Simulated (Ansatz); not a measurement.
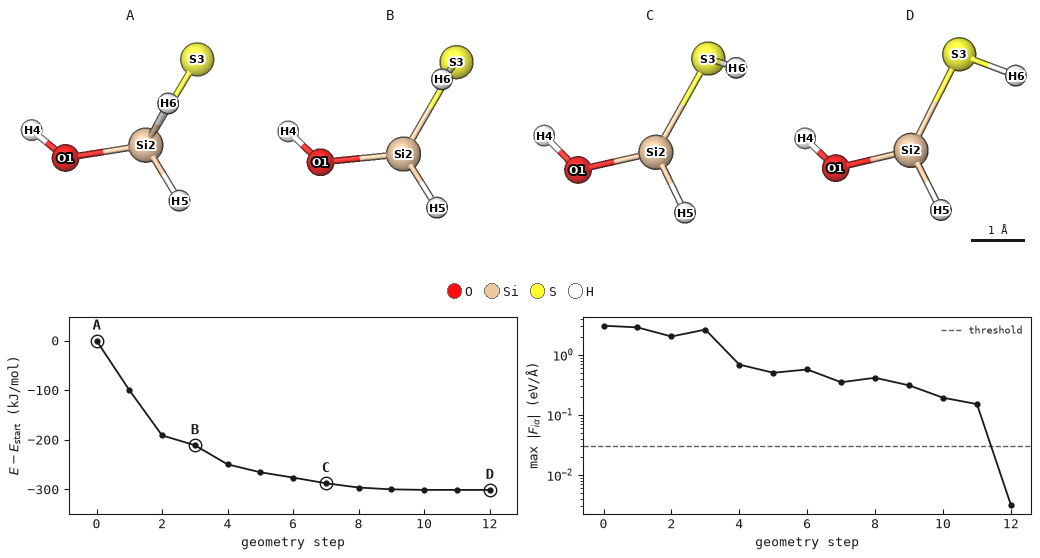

Frames of a relaxation of SiH3SO (charge +1), marked on the history of the run. Style: ball-and-stick. Shown at a tilt.

It is one of the separated reactants of a reaction.

All numbers below come from RKS PBE-D4/def2-SVP (Ansatz). (force threshold 0.03 eV/Å; at most 250 steps)

**Describe the path.**

Over 12 geometry steps the energy falls by 301.0 kJ/mol. Largest force component: 3.1 eV/Å at the start, 0.0032 eV/Å at the end. H6 moves most after the best rigid fit: 1.46 Å. Largest moves by element: H 1.46 Å, S 0.73 Å, O 0.35 Å, Si 0.34 Å. Near-neighbour distances that change, for instance: Si2–H6 1.420 → 2.510 Å, S3–H6 2.065 → 1.372 Å, O1–Si2 1.571 → 1.608 Å, Si2–S3 2.035 → 2.064 Å. New bonds form, among them: S3–H6 (2.06 → 1.37 Å). Bonds break, among them: Si2–H6 (1.42 → 2.51 Å). From step 0 to 3: H6 moves most (0.57 Å), energy −210.8 kJ/mol. From step 3 to 7: H6 moves most (0.70 Å), energy −76.6 kJ/mol. From step 7 to 12: H6 moves most (0.43 Å), energy −13.5 kJ/mol.

```
step  E − E(0), kJ/mol  largest force component, eV/Å
   0              0.00                         3.0586
   1            -99.72                         2.8690
   2           -191.02                         2.0237
   3           -210.85                         2.6341
   4           -249.44                         0.6894
   5           -265.38                         0.5040
   6           -276.05                         0.5715
   7           -287.50                         0.3506
   8           -296.15                         0.4157
   9           -299.82                         0.3110
  10           -300.89                         0.1936
  11           -300.93                         0.1516
  12           -301.01                         0.0032
```
